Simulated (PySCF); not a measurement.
Consider C6H8O2Si.

```yaml
atoms:
  - { symbol: C, position_ang: [3.9827, 0.5677, 1.0501] }
  - { symbol: C, position_ang: [3.2397, 0.3294, 0.1648] }
  - { symbol: Si, position_ang: [1.8323, -0.1335, -1.0178] }
  - { symbol: O, position_ang: [2.3429, 0.5097, -2.4119] }
  - { symbol: O, position_ang: [0.3129, -0.0003, -0.6489] }
  - { symbol: C, position_ang: [-0.6889, 0.5516, 0.1034] }
  - { symbol: C, position_ang: [-1.9178, 0.0356, -0.0899] }
  - { symbol: C, position_ang: [-3.0131, 0.5242, 0.6683] }
  - { symbol: C, position_ang: [-4.3116, 0.1895, 0.6542] }
  - { symbol: H, position_ang: [4.6880, 0.9727, 1.7521] }
  - { symbol: H, position_ang: [2.0636, -1.5043, -1.2730] }
  - { symbol: H, position_ang: [1.8540, 0.5846, -3.1885] }
  - { symbol: H, position_ang: [-0.3978, 1.2805, 0.9005] }
  - { symbol: H, position_ang: [-2.1756, -0.5486, -0.9467] }
  - { symbol: H, position_ang: [-2.7703, 1.2782, 1.4634] }
  - { symbol: H, position_ang: [-5.1482, 0.6143, 1.1314] }
  - { symbol: H, position_ang: [-4.4946, -0.6502, 0.0634] }
```

Geometry: GFN2-xTB, MD frame at 250 fs, 400 K.

Computed with PBE0/pcSseg-1, SCF density, gas phase, non-relativistic (PySCF 2.14.0).

**Predict the electron density and electron localisation function between the atoms.**

C–O (1.37 Å): ρ is about 2.2 e/Å³ halfway, with its minimum of 1.8 e/Å³ about 0.5 Å from C; the ELF peaks at about 0.90 between the atoms (a polar covalent bond).
Si–O (1.57 Å): ρ at the midpoint is about 1.2 e/Å³; the ELF peaks at about 0.85 between the atoms, as expected for a polar covalent bond.
C–C (1.34 Å): ρ is about 2.2 e/Å³ halfway; the ELF peaks at about 0.95 between the atoms (a short, multiple covalent bond).

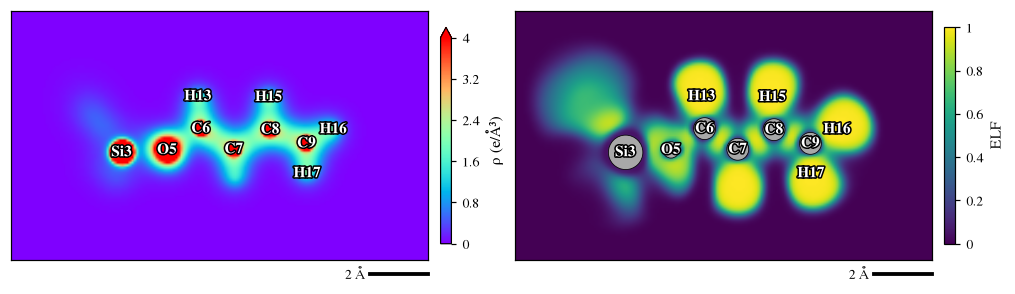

Computed electron density and electron localisation function on the plane of atoms C7, C8 and C9, in this order. Grey discs cover the atomic cores in the ELF map. 
